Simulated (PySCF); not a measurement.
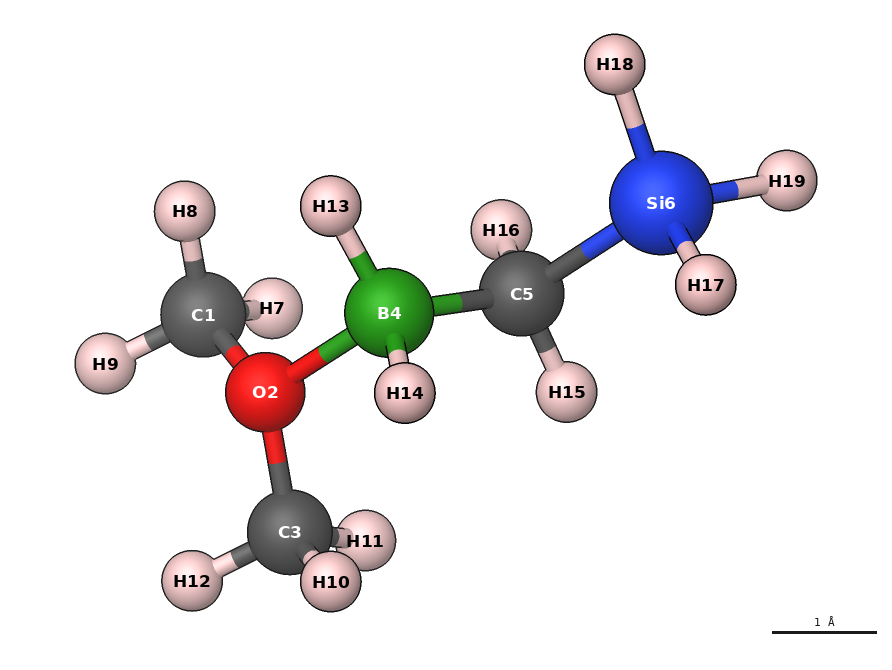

The atoms are numbered. The geometry was computed by an optimisation with PBE0-D3(BJ)/def2-SVP. No frequency run is at hand to confirm it as a minimum.

Which atoms are bonded, and how long are the bonds? Leave out bonds to hydrogen.

```tsv
bond	length (Å)	order
C1–O2	1.418	single
O2–C3	1.418	single
O2–B4	1.672	single
B4–C5	1.605	single
C5–Si6	1.876	single
```
